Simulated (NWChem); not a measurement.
# One shape, several levels: SiO (SMILES O=[Si])

Aim: a comparison of 6 runs (B3LYP/aug-pcseg-1, B3LYP/aug-pcseg-2, TDA-BP86/def2-QZVP, TDA-BP86/def2-SVP, TDA-BP86/def2-TZVPP, TDA-BP86/def2-QZVPP) of SiO. 

The results are computed with NWChem 7.3.0.

1 further run of the same task is left out (set aside as unsound or not needed).

## (1) The structure to begin with

The species is SiO (2 atoms), meant as a singlet with charge 0. SMILES: `O=[Si]`. The coordinates come from a PBE0-D4/def2-TZVP relaxation.

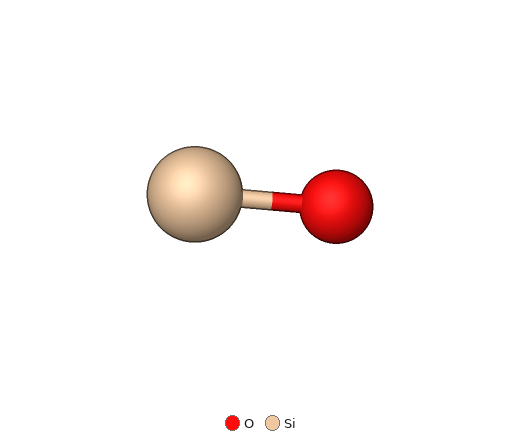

The structure, seen from a chosen angle (oxygen red, silicon light orange).

## (2) Energy and one-electron properties at B3LYP/aug-pcseg-1 (run 1)

The input, test.nw:

```
start test
title "OSi properties"
memory total 2200 mb

geometry units angstrom noautosym nocenter noautoz
   O    -0.640700    0.231500   -0.324000
   Si    0.640700   -0.231500    0.324000
end

basis spherical bse
   O library aug-pcseg-1
   Si library aug-pcseg-1
end

dft
   xc b3lyp
   mult 1
   grid fine
   convergence energy 1e-08
   iterations 100
   mulliken
   noprint "final vectors analysis"
end

property
   dipole
   quadrupole
   mulliken
end

task dft property
```

Started as:

```sh
$ nwchem test.nw > test.out
```

Output:

```text
[...]
          Wavefunction type:  closed shell.
          No. of atoms     :     2
          No. of electrons :    22
[...]
          Charge           :     0
          Spin multiplicity:     1
[...]
          AO basis - number of functions:    50
[...]
              XC Information
              --------------
                         B3LYP Method XC Potential
                     Hartree-Fock (Exact) Exchange  0.200
                        Slater Exchange Functional  0.800 local
                    Becke 1988 Exchange Functional  0.720 non-local
              Lee-Yang-Parr Correlation Functional  0.810
                  VWN I RPA Correlation Functional  0.190 local
[...]
 d= 0,ls=0.0,diis     1   -364.5725198334 -4.04D+02  6.44D-02  1.09D+00     0.4
[...]
 d= 0,ls=0.0,diis    10   -364.7195480757 -1.04D-09  5.78D-08  1.38D-11     2.5
         Total DFT energy =     -364.719548075737
      One electron energy =     -582.936711422148
           Coulomb energy =      208.396096069905
    Exchange-Corr. energy =      -29.462267920115
 Nuclear repulsion energy =       39.283335196622
[...]
      Total Density - Mulliken Population Analysis
     ---------------------------------------------
    Atom       Charge   Shell Charges
 -----------   ------   -------------------------------------------------------
    1 O    8     8.59   2.00  0.94  0.91  0.02  2.86  1.71  0.10  0.01  0.04
    2 Si  14    13.41   2.00  1.99  1.18  0.69  0.02  5.98  1.33  0.06  0.01  0.15  0.01
[...]
   Dipole moment        3.1170856939 Debye(s)
             DMX        2.6474186694 DMXEFC        0.0000000000
             DMY       -0.9565747202 DMYEFC        0.0000000000
             DMZ        1.3387914015 DMZEFC        0.0000000000
   -EFC- dipole         0.0000000000 DEBYE(S)
   Total dipole         3.1170856939 DEBYE(S)
[...]
```

Run time: 3.3 s. Hardware: 1 thread of Intel Xeon 6975P-C (Granite Rapids), shared host; peak memory 0.1 GiB.

Atomic charges (e):

```
atom  Mulliken  Löwdin
  O1    -0.586  -0.930
 Si2    +0.586  +0.930
```

## (3) The charge distribution at B3LYP/aug-pcseg-2 (run 2)

The input, osi.nw:

```
start osi
title "OSi"
memory 2200 mb

geometry units bohr noautosym nocenter noautoz
  O  -1.21074753  0.43747160 -0.61227126
  Si  1.21074753 -0.43747160  0.61227126
end

basis spherical bse
  * library aug-pcseg-2
end

dft
  xc b3lyp
  grid fine
  convergence energy 1e-08
  iterations 100
  mulliken
  noprint "final vectors analysis"
end

property
  dipole
  quadrupole
  mulliken
end

task dft property
```

Started as:

```sh
$ nwchem osi.nw > osi.out
```

Output:

```text
[...]
          Wavefunction type:  closed shell.
          No. of atoms     :     2
          No. of electrons :    22
[...]
          Charge           :     0
          Spin multiplicity:     1
[...]
          AO basis - number of functions:    96
[...]
              XC Information
              --------------
                         B3LYP Method XC Potential
                     Hartree-Fock (Exact) Exchange  0.200
                        Slater Exchange Functional  0.800 local
                    Becke 1988 Exchange Functional  0.720 non-local
              Lee-Yang-Parr Correlation Functional  0.810
                  VWN I RPA Correlation Functional  0.190 local
[...]
 d= 0,ls=0.0,diis     1   -364.6398949118 -4.04D+02  2.98D-02  1.28D+00     1.4
[...]
 d= 0,ls=0.0,diis     8   -364.7943193530  1.67D-09  1.66D-06  7.85D-08     8.3
         Total DFT energy =     -364.794319352959
      One electron energy =     -583.320977188515
           Coulomb energy =      208.734135351191
    Exchange-Corr. energy =      -29.490809872116
 Nuclear repulsion energy =       39.283332356482
[...]
   Dipole moment        3.1905649553 Debye(s)
             DMX        2.7098264383 DMXEFC        0.0000000000
             DMY       -0.9791241112 DMYEFC        0.0000000000
             DMZ        1.3703508247 DMZEFC        0.0000000000
   -EFC- dipole         0.0000000000 DEBYE(S)
   Total dipole         3.1905649553 DEBYE(S)
[...]
```

Run time: 9 s. Hardware: 1 thread of Intel Xeon 6975P-C (Granite Rapids), shared host; peak memory 0.11 GiB.

Atomic charges (e):

```
atom  Mulliken  Löwdin
  O1    -0.729  -0.970
 Si2    +0.729  +0.970
```

## (4) The excited states at TDA-BP86/def2-QZVP (run 3)

The input, job.nw:

```
start job
memory 2200 mb

geometry units angstrom noautosym nocenter noautoz
   O     -0.640700     0.231500    -0.324000
   Si     0.640700    -0.231500     0.324000
end

basis "ao basis" spherical bse
   O library def2-QZVP
   Si library def2-QZVP
end

dft
   xc becke88 perdew86
   mult 1
   grid fine
   convergence energy 1e-08
   maxiter 100
   mulliken
   print low
end

tddft
   cis
   nroots 4
   notriplet
end

task tddft energy
```

Started as:

```sh
$ nwchem job.nw > job.out
```

Output:

```text
[...]
 d= 0,ls=0.0,diis     1   -364.6371197804 -4.04D+02  2.15D-02  3.39D+00     3.6
[...]
 d= 0,ls=0.0,diis    11   -364.8117339362 -4.00D-10  5.68D-08  1.80D-10    31.7
         Total DFT energy =     -364.811733936217
      One electron energy =     -583.246878544021
           Coulomb energy =      208.634391922171
    Exchange-Corr. energy =      -29.482582510990
 Nuclear repulsion energy =       39.283335196622
[...]
         Spin multiplicity :       1
[...]
              XC Information
              --------------
             Becke 1988 Exchange Functional   1.00
         Perdew 1981 Correlation Functional   1.00 local
         Perdew 1986 Correlation Functional   1.00 non-local
[...]
         Wavefunction type : Restricted singlets
          No. of electrons :      22
[...]
  Root   1 singlet a              0.193915486 a.u.                5.2767 eV
[...]
     Dipole Oscillator Strength                    0.0000000000
[...]
     Total Oscillator Strength                     0.0000000000
[...]
  Root   2 singlet a              0.194689449 a.u.                5.2978 eV
[...]
  Root   3 singlet a              0.194689449 a.u.                5.2978 eV
[...]
     Dipole Oscillator Strength                    0.0611393354
[...]
     Total Oscillator Strength                     0.0611422276
[...]
  Root   4 singlet a              0.201517184 a.u.                5.4836 eV
[...]
     Dipole Oscillator Strength                    0.0000000000
[...]
     Total Oscillator Strength                     0.0000000367
[...]
```

Run time: 90 s. Hardware: 1 thread of Intel Xeon 6975P-C (Granite Rapids), shared host; peak memory 0.13 GiB.

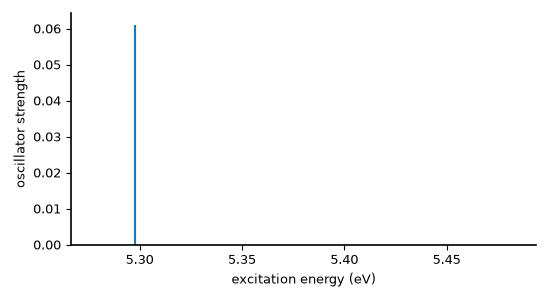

Vertical excitations as sticks.

The roots found:

```
excited state  energy (eV)  strength      label
            1        5.277    0.0000  singlet a
            2        5.298    0.0611  singlet a
            3        5.298    0.0611  singlet a
            4        5.484    0.0000  singlet a
```

Runs 4 to 5 aren't shown in full; the table further down has their settings and results.

## (5) The vertical excitations at TDA-BP86/def2-QZVPP (run 6)

The input, mymol.nw:

```
start mymol
title "OSi BP86"
memory 2200 mb

geometry noautosym nocenter noautoz
  O     -0.640700     0.231500    -0.324000
  Si     0.640700    -0.231500     0.324000
end

basis spherical bse
  * library def2-QZVPP
end

dft
  xc becke88 perdew86
  grid fine
  convergence energy 1e-08
  maxiter 100
  mulliken
  noprint "final vectors analysis"
end

tddft
  cis
  nroots 4
  notriplet
end

task tddft energy
```

Started as:

```sh
$ nwchem mymol.nw > mymol.out
```

Output:

```text
[...]
          Wavefunction type:  closed shell.
          No. of atoms     :     2
          No. of electrons :    22
[...]
          Charge           :     0
          Spin multiplicity:     1
[...]
          AO basis - number of functions:   127
[...]
              XC Information
              --------------
                    Becke 1988 Exchange Functional  1.000
                Perdew 1981 Correlation Functional  1.000 local
                Perdew 1986 Correlation Functional  1.000 non-local
[...]
 d= 0,ls=0.0,diis     1   -364.6371197804 -4.04D+02  2.15D-02  3.39D+00     4.1
[...]
 d= 0,ls=0.0,diis    11   -364.8117339362 -4.00D-10  5.68D-08  1.80D-10    32.8
         Total DFT energy =     -364.811733936217
      One electron energy =     -583.246878544021
           Coulomb energy =      208.634391922171
    Exchange-Corr. energy =      -29.482582510990
 Nuclear repulsion energy =       39.283335196622
[...]
  Root   1 singlet a              0.193915486 a.u.                5.2767 eV
[...]
     Dipole Oscillator Strength                    0.0000000000
[...]
     Total Oscillator Strength                     0.0000000000
[...]
  Root   2 singlet a              0.194689449 a.u.                5.2978 eV
[...]
  Root   3 singlet a              0.194689449 a.u.                5.2978 eV
[...]
     Dipole Oscillator Strength                    0.0611393354
[...]
     Total Oscillator Strength                     0.0611422276
[...]
  Root   4 singlet a              0.201517184 a.u.                5.4836 eV
[...]
     Dipole Oscillator Strength                    0.0000000000
[...]
     Total Oscillator Strength                     0.0000000367
[...]
```

It took 92 s on 1 thread of Intel Xeon 6975P-C (Granite Rapids), shared host; peak memory 0.12 GiB.

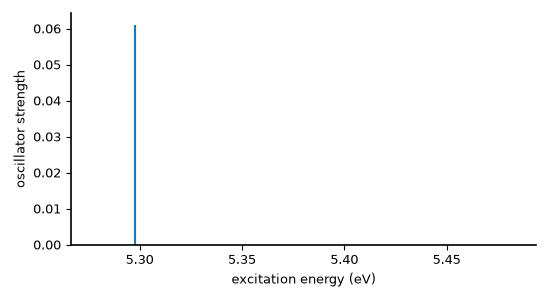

Vertical excitations as sticks.

The roots found:

```
excited state  energy (eV)  strength      label
            1        5.277    0.0000  singlet a
            2        5.298    0.0611  singlet a
            3        5.298    0.0611  singlet a
            4        5.484    0.0000  singlet a
```

## (6) The series

```
run                level        task  module  energy (Eh)  wall time
  1    B3LYP/aug-pcseg-1  properties     dft  -364.719548      3.3 s
  2    B3LYP/aug-pcseg-2  properties     dft  -364.794319        9 s
  3   TDA-BP86/def2-QZVP     excited   tddft  -364.811734       90 s
  4    TDA-BP86/def2-SVP     excited   tddft  -364.593572      2.7 s
  5  TDA-BP86/def2-TZVPP     excited   tddft  -364.795547       16 s
  6  TDA-BP86/def2-QZVPP     excited   tddft  -364.811734       92 s
```

## (7) Outcome

| quantity | value |
| --- | --- |
| run 6: ground-state or mean-field energy | -364.81173 Eh |
| run 6: dipole moment (of the density that the program reports) | 2.89 D |
| run 6: lowest singlet excitation energy | 5.28 eV |

Over runs 1, 2, 6 the dipole moment (its size) runs from 2.89 D (TDA-BP86/def2-QZVPP) to 3.19 D (B3LYP/aug-pcseg-2). The two ends differ in method and basis. All runs together took 3.5 min, the longest 92 s.
